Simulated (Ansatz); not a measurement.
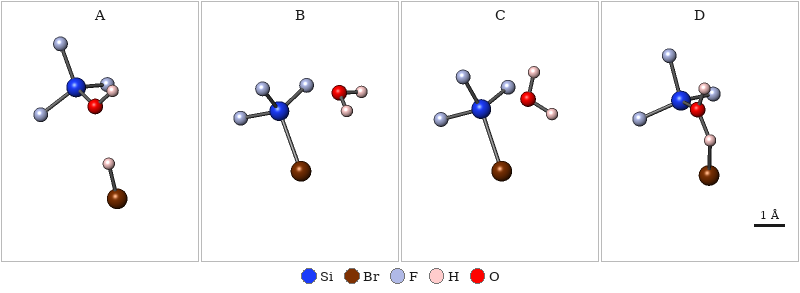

4 geometries from a converged minimum-energy path of SiH2OBrF3, made up at the start of SiBrF$_{3}$ and H2O, shuffled. A ball-and-stick model, seen at a tilt.

The calculation used Ansatz, RKS B3LYP-D4/def2-SVP. Set-up: 7 movable images; climbing image; force threshold 0.05 eV/Å; iteration limit 60; starting path through a guess of the saddle point.

Question: Which frame is the transition state?

Answer: D. In order along the path, whose images run from 0 to 8: B (image 0, 0.00 eV), C (image 2, +0.13 eV), D (image 4, +0.76 eV), A (image 6, −0.22 eV). Breaking: H–O (0.97 → 1.99 Å), Br–Si (2.21 → 4.52 Å). Forming: Br–H (3.05 → 1.44 Å), O–Si (2.50 → 1.63 Å).

Limits of the set-up: the start holds two separate molecules, 2.5 Å apart at their closest, whose relative position is a soft coordinate.

The run took 4.1 min on 2 threads of INTEL(R) XEON(R) PLATINUM 8581C CPU @ 2.30GHz (Emerald Rapids), with other jobs on the host, peak memory 0.32 GiB.
